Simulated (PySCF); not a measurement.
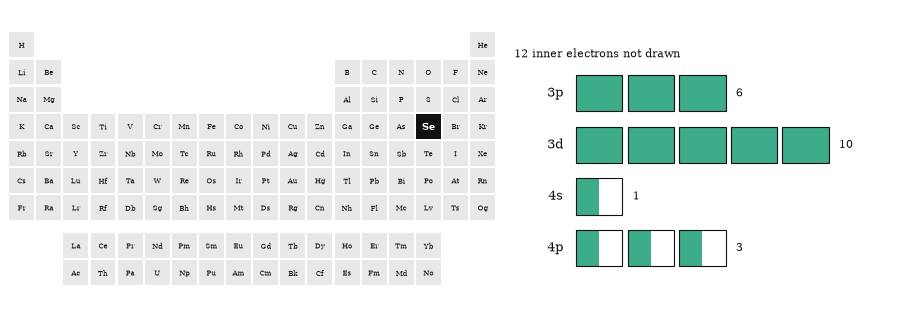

Left, the place of selenium in the periodic table; right, the outer shells of the nominal configuration: a box for each of the 2l + 1 orbitals, shaded by the share of the shell that is filled, with the electron count at the right.

## Atomic calculation for Se²⁺

- system: Se²⁺, configuration 1s2 2s2 2p6 3s2 3p6 3d10 4s1 4p3, multiplicity 5.
- method: unrestricted CCSD(T), aug-cc-pwCVTZ-PP with ECP10, scalar-relativistic core potential (PySCF)

**Results in brief**

- outcome: converged
- total energy (valence electrons, under a core potential): −370.577001 hartree
- CCSD correlation: −0.026456 hartree
- (T) correction: −0.000263 hartree
- CCSD energy: −370.576738 hartree
- T1 diagnostic: 0.001
- hardware: 1 CPU thread, shared host
- CPU time: 16 s (integrals apart)

**Remarks**

This is not the ground configuration of the species.

**Input file**
```python
from pyscf import gto, scf, dft, mp, cc
mol = gto.M(atom="Se 0 0 0", charge=2, spin=4, symmetry="D2h",
            basis="aug-cc-pwCVTZ-PP",
            ecp="aug-cc-pwCVTZ-PP")
mf = scf.UHF(mol)
mf.irrep_nelec = {'Ag': (4, 3), 'B1g': (1, 1), 'B2g': (1, 1), 'B3g': (1, 1), 'B1u': (2, 1), 'B2u': (2, 1), 'B3u': (2, 1)}
mf.kernel()
mycc = cc.CCSD(mf, frozen=9).run()
mycc.ccsd_t()
```

The script is an equivalent of what the driver set up; the driver started from orbitals of its own, so the log can be shorter than this script's would be, and it computed the properties (radii, ⟨L²⟩, response) afterwards. It held the occupations shell by shell, which the script's counts by irreducible representation don't always enforce.

**The program's output (extracts)**
```
CC2 = 0
CCSD nocc = (np.int64(4), np.int64(0)), nmo = (87, 87)
frozen orbitals [[0, 1, 2, 3, 4, 5, 6, 7, 8], [0, 1, 2, 3, 4, 5, 6, 7, 8]]
max_cycle = 100
direct = 0
conv_tol = 1e-08
conv_tol_normt = 1e-06
diis_space = 8
diis_start_cycle = 0
Init t2, MP2 energy = -0.0205172783484752
Init E_corr(UCCSD) = -0.0205172783486311
cycle = 1  E_corr(UCCSD) = -0.0249929973364102  dE = -0.00447571899  norm(t1,t2) = 0.0212358
cycle = 2  E_corr(UCCSD) = -0.026072295698886  dE = -0.00107929836  norm(t1,t2) = 0.00570426
cycle = 3  E_corr(UCCSD) = -0.0264591967575619  dE = -0.000386901059  norm(t1,t2) = 0.00161557
cycle = 4  E_corr(UCCSD) = -0.0264558557874075  dE = 3.34097015e-06  norm(t1,t2) = 6.48036e-05
cycle = 5  E_corr(UCCSD) = -0.0264558029585894  dE = 5.28288182e-08  norm(t1,t2) = 5.30308e-06
cycle = 6  E_corr(UCCSD) = -0.0264557779543249  dE = 2.50042645e-08  norm(t1,t2) = 2.41265e-07
cycle = 7  E_corr(UCCSD) = -0.0264557807114679  dE = -2.75714301e-09  norm(t1,t2) = 2.77721e-08
UCCSD converged
E(UCCSD) = -370.5767375710693  E_corr = -0.02645578071146791
UCCSD(T) correction = -0.000263322069602402
```

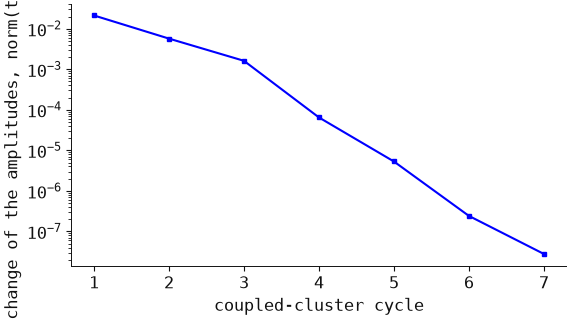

Convergence: change of the amplitudes, norm(t1,t2) against the coupled-cluster cycle. The residual falls at every step. It goes from 0.021 to 2.8×10⁻⁸ in 7 steps.
